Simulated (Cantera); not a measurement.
Feed: 1 mol SiCl₄, 5.2 mol H₂, at 1800000 Pa.

Method: chemical equilibrium by Gibbs-energy minimisation in Cantera with the NASA 1993 tables (ideal gas, pure condensed phases). Candidate condensed phases: Si; 19 gas species. The tables' values for SiCl₃ are old estimates; treat these amounts as uncertain. The numbers say what is thermodynamically allowed, not how fast it happens.

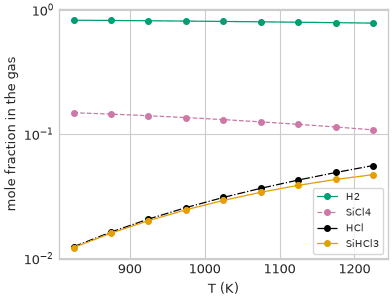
Figure: Equilibrium gas composition (values under 1e-9 drawn at 1e-9)

### Question
Read off the mole fractions at 875 K.

### Answer
H₂ about 0.82, SiCl₄ about 0.15, HCl about 0.016, SiHCl₃ about 0.016.
